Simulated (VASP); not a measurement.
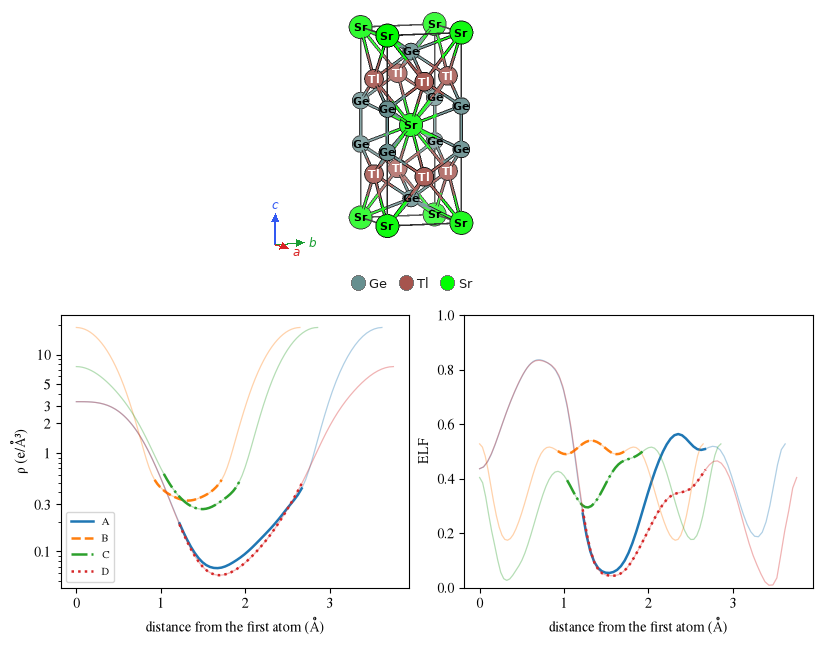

*SrTl₂Ge₂. Valence pseudo-density and ELF along straight lines between neighbouring atoms. Thin, pale parts lie inside the atomic spheres. The structure is drawn too.*

Space group I4/mmm; a generated structure, not necessarily the stable one; not relaxed (largest force 0.9 eV/Å); computed pressure about 4 GPa in this cell.

All numbers below come from Kohn-Sham DFT of a periodic cell, PBE, VASP PAW PBE potentials, recommended (VASP 6.6.1).

The density is the valence pseudo-density of a PAW calculation; it isn't the true density close to the nuclei.

```yaml
crystal:
  lattice:
    - [4.76280, 0.00000, 0.00000]
    - [0.00000, 4.76280, 0.00000]
    - [0.00000, 0.00000, 11.61266]
  atoms:
    - { symbol: Ge, position: [0.00000, 0.00000, 0.38600] }
    - { symbol: Ge, position: [0.50000, 0.50000, 0.88600] }
    - { symbol: Ge, position: [0.00000, 0.00000, 0.61400] }
    - { symbol: Ge, position: [0.50000, 0.50000, 0.11400] }
    - { symbol: Tl, position: [0.00000, 0.50000, 0.25000] }
    - { symbol: Tl, position: [0.50000, 0.00000, 0.75000] }
    - { symbol: Tl, position: [0.50000, 0.00000, 0.25000] }
    - { symbol: Tl, position: [0.00000, 0.50000, 0.75000] }
    - { symbol: Sr, position: [0.00000, 0.00000, 0.00000] }
    - { symbol: Sr, position: [0.50000, 0.50000, 0.50000] }
```

Question: Which curve belongs to which contact (Ge–Ge, Sr–Ge, Sr–Tl and Tl–Ge)? The first atom named is at distance zero.

Answer: Curve A: Sr–Ge (3.62 Å): the density is about 0.07 e/Å³ at the midpoint; the ELF peaks at about 0.55 in the valence shell of Ge, 1.3 Å from its nucleus, and drops to about 0.05 between the two atoms (no shared electron pair shows on this line). Curve B: Ge–Ge (2.65 Å): the density is about 0.33 e/Å³ at the midpoint; the ELF reaches about 0.55 near the midpoint. Curve C: Tl–Ge (2.86 Å): ρ is about 0.27 e/Å³ halfway; the ELF is about 0.35 at the midpoint: no shared electron pair shows on this line. Curve D: Sr–Tl (3.75 Å): ρ is about 0.06 e/Å³ halfway, with its minimum of 0.06 e/Å³ about 1.7 Å from Sr; the ELF is about 0.15 at the midpoint; no localised pair shows between them.
